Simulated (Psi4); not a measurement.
# Single-point calculation of C2H4N

System: C2H4N, multiplicity 2, SMILES [CH2]C=N.
Method: MP2/def2-TZVPP, UHF (Psi4 1.11).

The geometry was optimised with BP86/6-31G*.

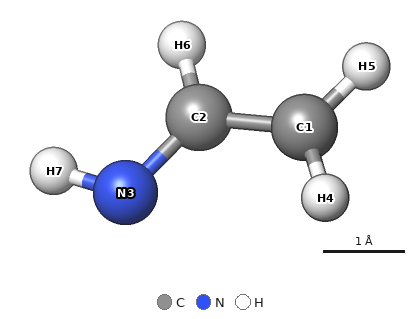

**Figure 1.** The structure as given in the input (ball-and-stick view, seen at a tilt; atoms are numbered from 1 in the order of the input).

## The input (calc.py)
```python
import psi4

psi4.set_memory('1600 MB')
psi4.set_num_threads(1)
psi4.set_output_file('run.log', False)

geom = psi4.geometry("""
0 2
C     -1.59918640     0.69058907    -1.03397310
C      0.56012427     0.20286966     0.44257386
N      1.44485625    -2.13262585     0.66098840
H     -2.54244887    -0.87455580    -2.00152610
H     -2.35883363     2.60144045    -1.23755896
H      1.45089392     1.84655911     1.38754275
H      3.02784014    -2.10473538     1.81434117
units bohr
""")

options = {'basis': 'def2-TZVPP', 'reference': 'uhf', 'num_frozen_docc': 3}
psi4.set_options(options)

e = psi4.energy('mp2')
print(f'total energy {e:.8f} hartree = {e * 27.211386:.5f} eV')
```

Machine: 1 thread of Intel Xeon (Granite Rapids), 64 GiB of memory available, shared host.

Launched with:
```bash
python calc.py
```

## The program's output
```
:18:51:31,61 INFO     [psi4.driver.task_planner:259] PLANNING Atomic:  keywords={'NUM_FROZEN_DOCC': 3, 'REFERENCE': 'UHF', 'function_kwargs': {}}
:18:51:31,63 INFO     [psi4.driver.driver:531] Compute energy(): method=mp2, basis=def2-tzvpp, molecule=default, nre=64.32670088728892

    h
    h
    h

    -----------------------------------------------------------------------

    Memory:     1.5 GiB
    Threads:    1
                ecpint, einsums, f̶o̶r̶t̶e̶, gauxc, gcp, g̶d̶m̶a̶, geometric, g̶p̶u̶_̶d̶f̶c̶c̶,
                i̶n̶t̶e̶g̶r̶a̶t̶o̶r̶x̶x̶, i̶p̶i̶, libefp, m̶d̶i̶, m̶p̶2̶d̶, m̶r̶c̶c̶, ooo,
                o̶p̶e̶n̶f̶e̶r̶m̶i̶o̶n̶p̶s̶i̶4̶, pcmsolver, p̶s̶i̶4̶f̶o̶c̶k̶c̶i̶, p̶s̶i̶x̶a̶s̶,
                p̶y̶e̶i̶n̶s̶u̶m̶s̶, r̶e̶s̶p̶, s̶i̶m̶i̶n̶t̶, s̶n̶s̶m̶p̶2̶,
                v̶2̶r̶d̶m̶_̶c̶a̶s̶s̶c̶f̶

    SCF Algorithm Type (re)set to DF.

   => Loading Basis Set <=

    Name: DEF2-TZVPP
    Role: ORBITAL
    Keyword: BASIS

         ---------------------------------------------------------
                                   SCF
                              UHF Reference
                        1 Threads,   1525 MiB Core
         ---------------------------------------------------------

  ==> Geometry <==

    Molecular point group: c1
    Full point group: C1

    Geometry (in Bohr), charge = 0, multiplicity = 2:

       Center              X                  Y                   Z               Mass
    ------------   -----------------  -----------------  -----------------  -----------------
         C           -1.773753731872     1.110759754946    -1.084445752559    12.000000000000
         C            0.385556938128     0.623040344946     0.392101207441    12.000000000000
         N            1.270288918128    -1.712455165054     0.610515747441    14.003074004430
         H           -2.717016201872    -0.454385115054    -2.051998752559     1.007825032230
         H           -2.533400961872     3.021611134946    -1.288031612559     1.007825032230
         H            1.276326588128     2.266729794946     1.337070097441     1.007825032230
         H            2.853272808128    -1.684564695054     1.763868517441     1.007825032230

  Running in c1 symmetry.

  Rotational constants: A =      2.04631  B =      0.36161  C =      0.30731 [cm^-1]
  Rotational constants: A =  61346.89669  B =  10840.88330  C =   9212.84134 [MHz]
  Nuclear repulsion =   64.326700887288936

  Charge       = 0
  Multiplicity = 2
  Electrons    = 23
  Nalpha       = 12
  Nbeta        = 11

  ==> Algorithm <==

  SCF Algorithm Type is DF.
  DIIS enabled.
  MOM disabled.
  Fractional occupation disabled.
  Guess Type is SAD.
  Energy threshold   = 1.00e-08
  Density threshold  = 1.00e-08
  Integral threshold = 1.00e-12

  ==> Primary Basis <==

  Basis Set: DEF2-TZVPP
    Blend: DEF2-TZVPP
    Number of shells: 57
    Number of basis functions: 149
    Number of Cartesian functions: 168
    Spherical Harmonics?: true
    Max angular momentum: 3

   => Loading Basis Set <=

    Name: (DEF2-TZVPP AUX)
    Role: JKFIT
    Keyword: DF_BASIS_SCF

  ==> Integral Setup <==

  DFHelper Memory: AOs need 0.054 GiB; user supplied 1.118 GiB.
  SCF_SUBTYPE=INCORE selected. In-core MEM_DF algorithm will be used.
  Using in-core AOs.

  ==> MemDFJK: Density-Fitted J/K Matrices <==

    J tasked:                   Yes
    K tasked:                   Yes
    wK tasked:                   No
    Memory [MiB]:              1144
    Algorithm:                 Core
    Schwarz Cutoff:           1E-12
    Mask sparsity (%):       0.9909
    Fitting Condition:        1E-10

   => Auxiliary Basis Set <=

  Basis Set: (DEF2-TZVPP AUX)
    Blend: DEF2-UNIVERSAL-JKFIT
    Number of shells: 99
    Number of basis functions: 299
    Number of Cartesian functions: 351
    Spherical Harmonics?: true
    Max angular momentum: 4

  Minimum eigenvalue in the overlap matrix is 2.4474659029E-04.
  Reciprocal condition number of the overlap matrix is 3.2875673178E-05.
    Using symmetric orthogonalization.

  ==> Pre-Iterations <==

  SCF Guess: Superposition of Atomic Densities via on-the-fly atomic UHF (no occupation information).

   -------------------------
    Irrep   Nso     Nmo
   -------------------------
     A        149     149
   -------------------------
    Total     149     149
   -------------------------

  ==> Iterations <==

                           Total Energy        Delta E     RMS |[F,P]|

   @DF-UHF iter SAD:  -131.53240368926546   -1.31532e+02   0.00000e+00
   @DF-UHF iter   1:  -132.40852913526152   -8.76125e-01   2.64997e-03 DIIS/ADIIS
   @DF-UHF iter   2:  -132.48594949415715   -7.74204e-02   1.43040e-03 DIIS/ADIIS
   @DF-UHF iter   3:  -132.50798377525362   -2.20343e-02   4.04984e-04 DIIS/ADIIS
   @DF-UHF iter   4:  -132.51360086114221   -5.61709e-03   2.54585e-04 DIIS/ADIIS
   @DF-UHF iter   5:  -132.51623524261822   -2.63438e-03   1.63105e-04 DIIS/ADIIS
   @DF-UHF iter   6:  -132.51874010501589   -2.50486e-03   6.56026e-05 DIIS
   @DF-UHF iter   7:  -132.51906573345829   -3.25628e-04   3.00438e-05 DIIS
   @DF-UHF iter   8:  -132.51912665802638   -6.09246e-05   1.61522e-05 DIIS
   @DF-UHF iter   9:  -132.51914876166180   -2.21036e-05   5.55778e-06 DIIS
   @DF-UHF iter  10:  -132.51915126634736   -2.50469e-06   1.96676e-06 DIIS
   @DF-UHF iter  11:  -132.51915146323773   -1.96890e-07   7.79127e-07 DIIS
   @DF-UHF iter  12:  -132.51915149364882   -3.04111e-08   2.37040e-07 DIIS
   @DF-UHF iter  13:  -132.51915149602905   -2.38023e-09   8.32200e-08 DIIS
   @DF-UHF iter  14:  -132.51915149626097   -2.31921e-10   3.82756e-08 DIIS
   @DF-UHF iter  15:  -132.51915149630614   -4.51621e-11   1.32312e-08 DIIS
   @DF-UHF iter  16:  -132.51915149631230   -6.16751e-12   4.14418e-09 DIIS
  Energy and wave function converged.

  ==> Post-Iterations <==

   @Spin Contamination Metric:   2.273030687E-01
   @S^2 Expected:                7.500000000E-01
   @S^2 Observed:                9.773030687E-01
   @S   Expected:                5.000000000E-01
   @S   Observed:                5.000000000E-01

    Orbital Energies [Eh]
    ---------------------

    Alpha Occupied:

       1A    -15.578854     2A    -11.263006     3A    -11.249098
       4A     -1.219833     5A     -1.004692     6A     -0.768214
       7A     -0.692732     8A     -0.587980     9A     -0.563236
      10A     -0.530949    11A     -0.453932    12A     -0.384883

    Alpha Virtual:

      13A      0.146061    14A      0.174817    15A      0.181998
      16A      0.197882    17A      0.222938    18A      0.276052
      19A      0.299914    20A      0.332649    21A      0.343642
      22A      0.401018    23A      0.425576    24A      0.434582
      25A      0.486585    26A      0.542782    27A      0.561913
      28A      0.581352    29A      0.607655    30A      0.622935
      31A      0.626347    32A      0.653531    33A      0.699591
      34A      0.700103    35A      0.792107    36A      0.792800
      37A      0.850925    38A      0.921025    39A      0.946662
      40A      0.987751    41A      1.051844    42A      1.064460
      43A      1.134589    44A      1.172666    45A      1.186796
      46A      1.197619    47A      1.260842    48A      1.333030
      49A      1.348111    50A      1.430703    51A      1.462966
      52A      1.482086    53A      1.498690    54A      1.543519
      55A      1.600980    56A      1.668219    57A      1.682825
      58A      1.726286    59A      1.733932    60A      1.749027
      61A      1.800424    62A      1.805788    63A      1.921742
      64A      1.942230    65A      1.959507    66A      2.067831
      67A      2.243523    68A      2.296053    69A      2.336705
      70A      2.456690    71A      2.474574    72A      2.519224
      73A      2.740073    74A      2.814892    75A      2.872588
      76A      2.959919    77A      2.979318    78A      2.997313
      79A      3.085108    80A      3.099177    81A      3.132709
      82A      3.149592    83A      3.186317    84A      3.196839
      85A      3.263713    86A      3.271600    87A      3.334810
      88A      3.411307    89A      3.444770    90A      3.474683
      91A      3.475553    92A      3.523655    93A      3.557782
      94A      3.577191    95A      3.650908    96A      3.673746
      97A      3.710336    98A      3.786800    99A      3.823078
     100A      3.839664   101A      3.903260   102A      3.962768
     103A      3.973401   104A      4.001292   105A      4.044869
     106A      4.057524   107A      4.097902   108A      4.128110
     109A      4.180298   110A      4.200489   111A      4.256482
     112A      4.277329   113A      4.336731   114A      4.365309
     115A      4.384997   116A      4.406964   117A      4.523950
     118A      4.534341   119A      4.577003   120A      4.739938
     121A      4.800639   122A      4.868238   123A      4.897801
     124A      4.899873   125A      4.965656   126A      5.006474
     127A      5.086949   128A      5.164550   129A      5.199226
     130A      5.284947   131A      5.309532   132A      5.322244
     133A      5.409014   134A      5.539535   135A      5.607289
     136A      5.611492   137A      5.677779   138A      5.753548
     139A      5.791296   140A      5.860662   141A      5.947564
     142A      6.097163   143A      6.364525   144A      6.425196
     145A      6.553192   146A      6.982874   147A     24.090374
     148A     24.398017   149A     33.517250

    Beta Occupied:

       1A    -15.554367     2A    -11.277608     3A    -11.229656
       4A     -1.173153     5A     -0.944583     6A     -0.757148
       7A     -0.685328     8A     -0.577159     9A     -0.551873
      10A     -0.435279    11A     -0.427265

    Beta Virtual:

      12A      0.086351    13A      0.147861    14A      0.188103
      15A      0.199577    16A      0.209582    17A      0.225237
      18A      0.278055    19A      0.299964    20A      0.344784
      21A      0.348103    22A      0.405418    23A      0.441328
      24A      0.463896    25A      0.488545    26A      0.565402
      27A      0.582777    28A      0.616101    29A      0.618662
      30A      0.634916    31A      0.638537    32A      0.656734
      33A      0.704837    34A      0.723450    35A      0.801738
      36A      0.809751    37A      0.855432    38A      0.939071
      39A      0.959375    40A      0.990205    41A      1.063331
      42A      1.067540    43A      1.135903    44A      1.184412
      45A      1.186219    46A      1.202865    47A      1.270709
      48A      1.347624    49A      1.359942    50A      1.432158
      51A      1.466557    52A      1.500338    53A      1.503803
      54A      1.548175    55A      1.606271    56A      1.675275
      57A      1.716745    58A      1.733200    59A      1.744944
      60A      1.759838    61A      1.817238    62A      1.835746
      63A      1.940563    64A      1.948704    65A      1.962155
      66A      2.082736    67A      2.247752    68A      2.299938
      69A      2.348761    70A      2.464588    71A      2.485280
      72A      2.596835    73A      2.754244    74A      2.819047
      75A      2.879529    76A      2.971117    77A      2.980191
      78A      3.003694    79A      3.085614    80A      3.118272
      81A      3.137809    82A      3.158178    83A      3.189230
      84A      3.204462    85A      3.271846    86A      3.274976
      87A      3.345444    88A      3.415675    89A      3.448003
      90A      3.477950    91A      3.480014    92A      3.529463
      93A      3.558252    94A      3.584538    95A      3.651403
      96A      3.684273    97A      3.715441    98A      3.791347
      99A      3.831512   100A      3.843912   101A      3.904108
     102A      3.964406   103A      3.976139   104A      4.004812
     105A      4.053762   106A      4.059638   107A      4.103681
     108A      4.131008   109A      4.185907   110A      4.203875
     111A      4.256243   112A      4.280728   113A      4.338126
     114A      4.370315   115A      4.389869   116A      4.421145
     117A      4.527083   118A      4.541258   119A      4.579599
     120A      4.746340   121A      4.810488   122A      4.887830
     123A      4.908418   124A      4.912459   125A      4.967829
     126A      5.010771   127A      5.124048   128A      5.199492
     129A      5.205128   130A      5.286654   131A      5.328666
     132A      5.342897   133A      5.418525   134A      5.548949
     135A      5.628709   136A      5.634054   137A      5.683292
     138A      5.756282   139A      5.796523   140A      5.865352
     141A      5.967090   142A      6.102158   143A      6.368271
     144A      6.429538   145A      6.558373   146A      6.988050
     147A     24.090663   148A     24.400911   149A     33.531812

    Final Occupation by Irrep:
              A
    DOCC [    11 ]
    SOCC [     1 ]
    NA   [    12 ]
    NB   [    11 ]

  @DF-UHF Final Energy:  -132.51915149631230

   => Energetics <=

    Nuclear Repulsion Energy =             64.3267008872889363
    One-Electron Energy =                -305.7808779470215086
    Two-Electron Energy =                 108.9350255634202540
    Total Energy =                       -132.5191514963123041

  UHF NO Occupations:
  HONO-2 :   10  A 1.9973136
  HONO-1 :   11  A 1.8879452
  HONO-0 :   12  A 1.0000000
  LUNO+0 :   13  A 0.1120548
  LUNO+1 :   14  A 0.0026864
  LUNO+2 :   15  A 0.0017317
  LUNO+3 :   16  A 0.0012528

Computation Completed

Properties will be evaluated at   0.000000,   0.000000,   0.000000 [a0]

Properties computed using the SCF density matrix

 Multipole Moments:

 ------------------------------------------------------------------------------------
     Multipole            Electronic (a.u.)      Nuclear  (a.u.)        Total (a.u.)
 ------------------------------------------------------------------------------------

 L = 1.  Multiply by 2.5417464519 to convert [e a0] to [Debye]
 Dipole X            :          0.6839521           -0.5579761            0.1259760
 Dipole Y            :         -0.8611564            1.5650056            0.7038492
 Dipole Z            :          0.3389003           -0.1195488            0.2193515
 Magnitude           :                                                    0.7479229

 ------------------------------------------------------------------------------------

	total time  =          1 seconds =       0.02 minutes

  //>>>>>>>>>>>>>>>>>>>>>>>>>>>>>>>>>>>//
  //               DFMP2               //
  //<<<<<<<<<<<<<<<<<<<<<<<<<<<<<<<<<<<//

   => Loading Basis Set <=

    Name: (DEF2-TZVPP AUX)
    Role: RIFIT
    Keyword: DF_BASIS_MP2

	 --------------------------------------------------------
	                          DF-MP2
	      2nd-Order Density-Fitted Moller-Plesset Theory
	              UMP2 Wavefunction,   1 Threads

	 --------------------------------------------------------

	 --------------------------------------------------------
	                 NBF =   149, NAUX =   348
	 --------------------------------------------------------
	   CLASS    FOCC     OCC    AOCC    AVIR     VIR    FVIR
	   ALPHA       3      12       9     137     137       0
	    BETA       3      11       8     138     138       0
	 --------------------------------------------------------

	-----------------------------------------------------------
	 ==================> DF-MP2 Energies <====================
	-----------------------------------------------------------
	 Reference Energy          =    -132.5191514963123041 [Eh]
	 Singles Energy            =      -0.0000000000000000 [Eh]
	 Same-Spin Energy          =      -0.1137384517891400 [Eh]
	 Opposite-Spin Energy      =      -0.3701452673400258 [Eh]
	 Correlation Energy        =      -0.4838837191291658 [Eh]
	 Total Energy              =    -133.0030352154414572 [Eh]
	-----------------------------------------------------------
	 ================> DF-SCS-MP2 Energies <==================
	-----------------------------------------------------------
	 SCS Same-Spin Scale       =       0.3333333333333333 [-]
	 SCS Opposite-Spin Scale   =       1.2000000000000000 [-]
	 SCS Same-Spin Energy      =      -0.0379128172630467 [Eh]
	 SCS Opposite-Spin Energy  =      -0.4441743208080310 [Eh]
	 SCS Correlation Energy    =      -0.4820871380710777 [Eh]
	 SCS Total Energy          =    -133.0012386343833839 [Eh]
	-----------------------------------------------------------

	total time  =          0 seconds =       0.00 minutes
```

## Standard output
```
total energy -133.00303522 hartree = -3619.19693 eV
```

## Key numbers

```tsv
quantity	value
outcome	converged
total energy	−133.003035 hartree
SCF energy	−132.519151 hartree
MP2 energy	−133.003035 hartree
correlation energy	−0.483884 hartree
basis functions	149
⟨S²⟩	0.977
wall time	2.3 s
peak memory	0.26 GiB
```

The record of the run, not the program, notes: spin contaminated. ⟨S²⟩ is 0.98 against 0.75 for a pure state: the solution is spin-contaminated.
